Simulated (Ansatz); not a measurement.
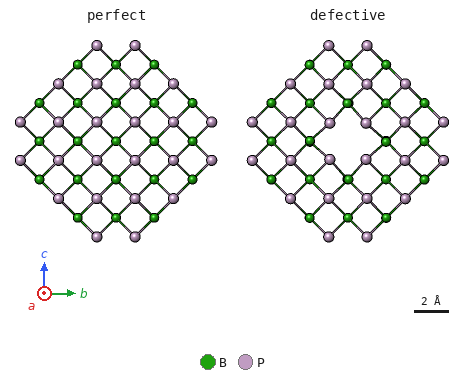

Left: perfect BP. Right: the same region with one point defect, after relaxing the atoms in a supercell of 54 sites. The picture is a ball-and-stick view of the atoms within 6.0 Å of one point, in a slice 5.0 Å thick across the line of sight, seen along the a axis.

These are results of DFT, PBE, plane-wave PAW, default files, scalar-relativistic in Ansatz, not measurements. Set-up: plane-wave cutoff 420 eV; k-point mesh 3 × 3 × 3; occupations fermi dirac; smearing width 0.01 eV; no spin polarisation. A uniform background neutralises the charged cell. The axes drawn are those of the host's conventional cell.

What kind of defect was made?

Answer. A boron atom is taken out (a vacancy).

The charge state of the cell is −3.

How does the lattice respond?

Answer. Around the empty B site the host had 4 P at 1.96 Å; after relaxation the nearest atoms are 4 P at 1.86 to 1.87 Å. Of the host's atoms, a phosphorus atom moves furthest from its site, by 0.10 Å. Relaxing the atoms from the host's sites lowers the energy by 0.39 eV.

Limits of the set-up: the cell is charged, on a uniform background, and energies carry no finite-size correction.
